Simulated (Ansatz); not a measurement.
Stretching the Si1–H2 bond in FHSi (SMILES F[SiH]) (multiplicity 1 held, fragments rigid). Energies count from the point at 1.538 Å.
Geometry at that point (charge 0, multiplicity 1):
```json
[
 {"atom": "Si", "x (Å)": "-0.2073", "y (Å)": "-0.3454", "z (Å)": "0.4496"},
 {"atom": "H", "x (Å)": "-1.0031", "y (Å)": "-1.1949", "z (Å)": "-0.5558"},
 {"atom": "F", "x (Å)": "0.4339", "y (Å)": "0.6700", "z (Å)": "-0.6376"}
]
```

R- and RO- levels are restricted; in cc, def2 and unpolarised 6-31G sets they are followed outwards from rest. Unrestricted levels (U-) break spin symmetry where that is lower. Active spaces are followed from a long bond inwards. Curves can end on different states.

Correlated levels freeze the cores.

Run with Ansatz (Gaussian orbitals). Each number belongs to the level named beside it.

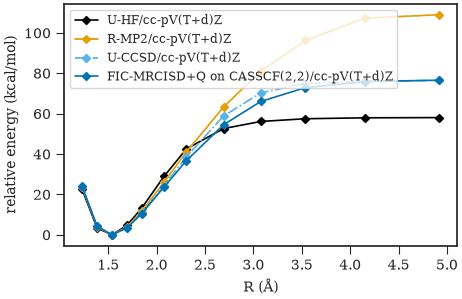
Figure: Relative energy along the coordinate

### Question
Read off the U-HF/cc-pV(T+d)Z curve at R = 4.922.

### Answer
about 58 kcal/mol

Doubts at one or more of the structures used: a spin-contaminated determinant (U-HF/cc-pV(T+d)Z, U-CCSD/cc-pV(T+d)Z); a restricted determinant that unrestricted orbitals would lower (R-MP2/cc-pV(T+d)Z); T1 above 0.05 (U-CCSD/cc-pV(T+d)Z).

Ansatz is a program for electronic structure.
